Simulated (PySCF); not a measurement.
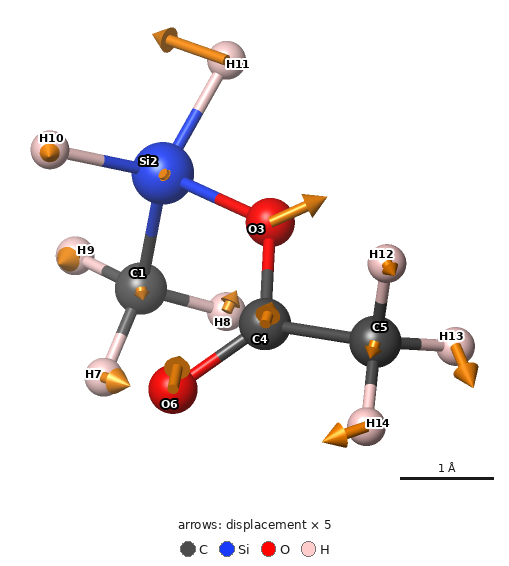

This is a relaxation of C3H8O2Si. The starting structure is drawn; orange arrows show the displacements, magnified 5 times. The two geometries are superimposed by the best rigid fit.

The picture is a ball-and-stick view, seen from a free direction.

The start comes from GFN2-xTB. Its atoms were then displaced at random by about 0.01 Å.

Level of theory: PySCF, PBE0-D3(BJ)/def2-SVP geometry optimisation, gas phase. 

### What happened in the run?

After 6 geometry steps the energy has fallen by 0.206 eV. H11 moves most after the best rigid fit: 0.21 Å. By element the largest moves are H 0.21 Å, O 0.14 Å, C 0.07 Å, Si 0.02 Å. Among the contacts that change: Si2–O3 1.655 → 1.724 Å, Si2–H10 1.448 → 1.489 Å, C4–C5 1.470 → 1.498 Å, Si2–H11 1.466 → 1.489 Å. Bond angles that change, for instance: Si2–O3–C4 127.1° → 118.2°, O3–Si2–H11 97.3° → 101.8°, H10–Si2–H11 113.6° → 109.6°. The run took 43 s on 1 thread of Arm Neoverse V1, with other jobs on the host.
